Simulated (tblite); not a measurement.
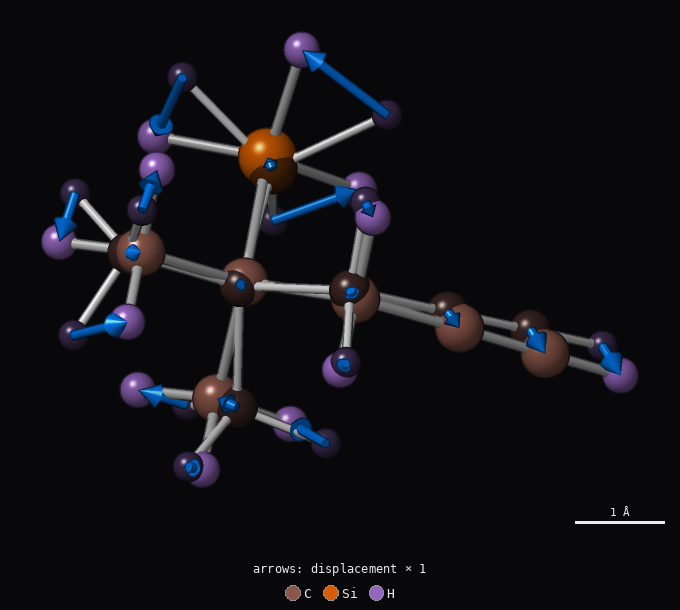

This is a relaxation of C6H12Si. The starting structure is drawn faded, the final one solid; blue arrows show the displacements, at their true length. The two geometries are superimposed by the best rigid fit.

The picture is a ball-and-stick view, seen at a tilt.

Level of theory: GFN2-xTB geometry optimisation, gas phase in tblite 0.8.0. 

What happened in the run?

Answer. After 156 geometry steps the energy has fallen by 18.8 kcal/mol. The largest move after the best rigid fit is that of an H atom, 1.26 Å. Largest moves by element: H 1.26 Å, C 0.36 Å, Si 0.16 Å. Some distances before and after: C–Si 2.836 → 3.208 Å, C–Si 1.876 → 1.918 Å, C–H 1.128 → 1.091 Å, C–C 1.479 → 1.447 Å. Bond angles that change, for instance: C–C–C 103.5° → 112.9°, C–C–C 114.2° → 107.9°, H–C–H 113.8° → 108.5°. Groups turn about C–Si by about 60°, C–C by about 45°, C–C by about 20°.
